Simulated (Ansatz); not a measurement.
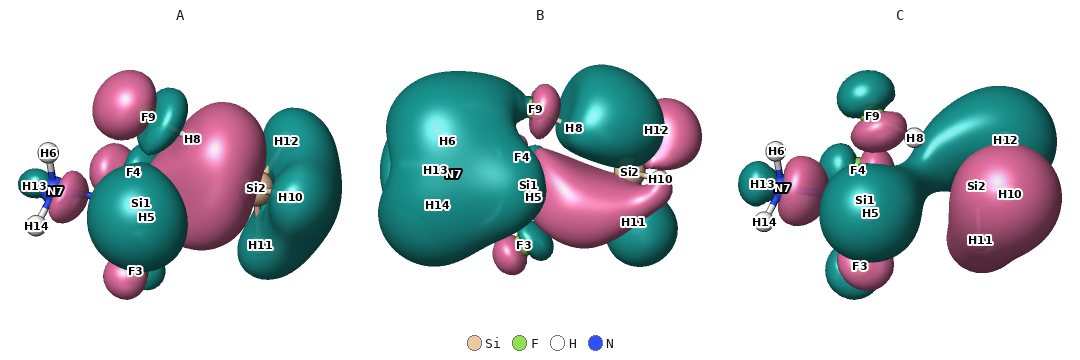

The picture shows: F$_{2}$H$_{4}$NSi···H$_{3}$Si···HF. Three frontier orbitals at ±0.06 Å⁻³ᐟ² (teal and pink are the two phases), in no order.

A transition-state structure; geometry: PBE0-D4/def2-TZVP.

Method: RKS PBE0-D4/def2-TZVPP in Ansatz 0.2.0.

```xyz
14

Si   -0.0837   -0.1108   -0.4152
Si   -0.7967   -0.7329    2.0168
F    -0.8549   -1.2824   -1.2250
F     1.3024   -0.9431   -0.1888
H    -1.1626    0.9115   -0.5035
H     1.1448    1.5973   -1.7305
N     0.7699    0.6902   -1.9928
H     0.2921    0.6285    1.2635
F     0.8822    1.3549    0.6396
H    -1.9495    0.0365    2.5631
H    -1.3175   -2.0312    1.5059
H     0.1455   -1.0407    3.1305
H     1.5329    0.1073   -2.3236
H     0.0950    0.8150   -2.7402
```

Which picture is the HOMO−1, the HOMO and the LUMO?

Answer. C is the HOMO−1 (−9.17 eV). It lies mainly on Si2 (about 25 %), H12 (about 15 %), H10 (about 15 %), H5 (about 10 %) and Si1 (about 10 %). A is the HOMO (−7.01 eV). It lies mainly on Si2 (about 35 %), Si1 (about 15 %), F9 (about 10 %), H5 (about 10 %) and H8 (about 10 %). B is the LUMO (−0.37 eV). It lies mainly on Si2 (about 20 %), Si1 (about 15 %), H8 (about 10 %), H6 (about 10 %), H14 (about 5 %) and N7 (about 5 %).

What is the HOMO–LUMO gap?

Answer. 6.64 eV between the orbital energies.
